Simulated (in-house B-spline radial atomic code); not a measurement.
The Cl⁺ ion in the configuration [Ne] 3s2 3p4 (open shells shared over both j by 2j + 1). It is put inside a hard spherical wall of varying radius. Level of theory: Dirac-Hartree-Fock, average of configuration, Fermi nucleus, hard spherical wall, basis-set limit. Computed with an in-house B-spline radial code. Wanted, and plotted below: the energy of another filling against the starting one at the same radius.

Against 3s2 3p4: 3s1 3p5 lies 15.3 eV above it at 8.94 bohr and never crosses it, ending at 23.8 eV at 1.57 bohr. At the tightest wall the lowest of the fillings run is 3s2 3p4; others weren't tried.

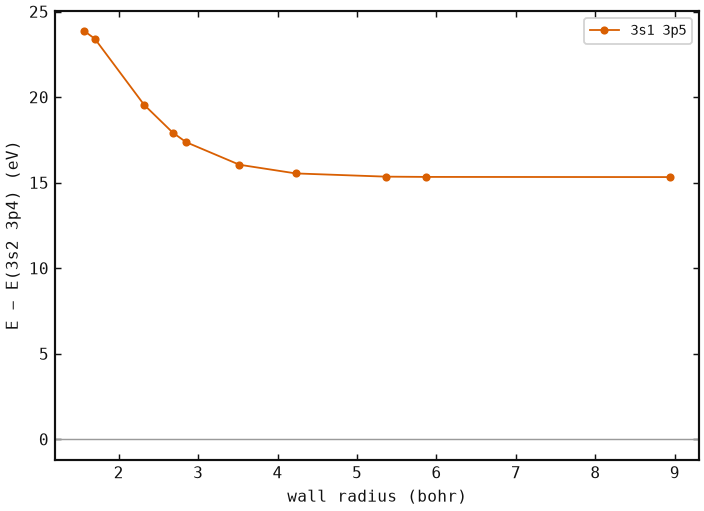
